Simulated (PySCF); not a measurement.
# GaCl (charge +1, doublet): what the fields show

```xyz
2

Ga    0.0000    0.0000   -0.7088
Cl    0.0000    0.0000    1.3972
```

Theory: PBE0/cc-pVTZ(-PP), non-relativistic Hamiltonian with scalar-relativistic core potentials where named, at a bond length of 2.106 Å in PySCF 2.14.0.

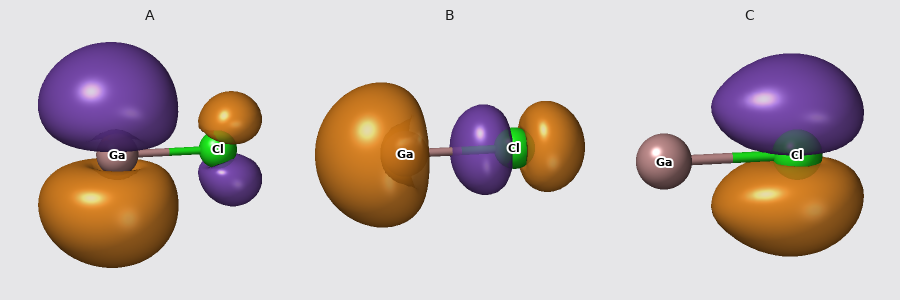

Figure 1. Three frontier α-spin orbitals, each drawn at the value that holds 80 % of its norm (orange and purple are the two phases), in no order; of a degenerate pair one member is drawn.

Name the orbitals and rank them from lowest to highest energy.

Answer. Orbital C: π, occupied in this spin, −15.95 eV; mainly on Cl (90 %).
Orbital B: σ, occupied in this spin, −15.40 eV; shared between the atoms (Ga 65 %, Cl 35 %).
Orbital A: π, empty in this spin, −8.23 eV; mainly on Ga (90 %).

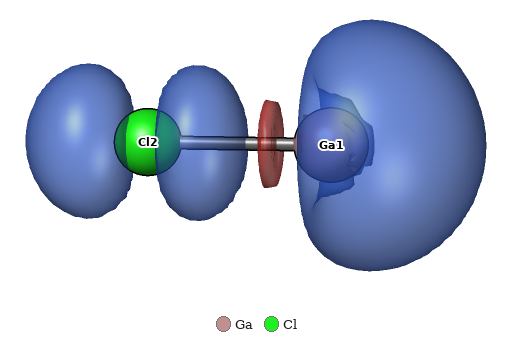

Figure 2. Isosurfaces of the spin density (α minus β) at +0.02 (blue) and −0.02 e/Å³ (red), seen from one side.

Which atoms carry the spin?

Answer. The unpaired spin (1 electron) lies mostly on Ga1 (about 0.7) and Cl2 (about 0.3), in electrons by Hirshfeld's partition.

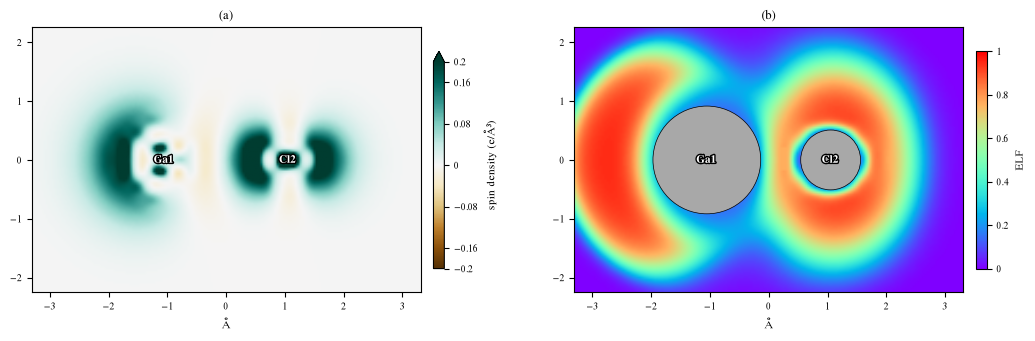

Figure 3. (a) spin density (α minus β); (b) ELF on a plane that holds the molecular axis. Grey discs cover the atomic cores in the ELF map.

Read the bonding off the picture.

Answer. Atoms in the plane: Ga and Cl.
Ga–Cl (2.11 Å): the ELF peaks at about 0.75 in the valence shell of Cl, 0.8 Å from its nucleus, and is about 0.55 at the midpoint.
The ELF also peaks beside Cl2, away from the bonds: non-bonding electrons, paired or unpaired.
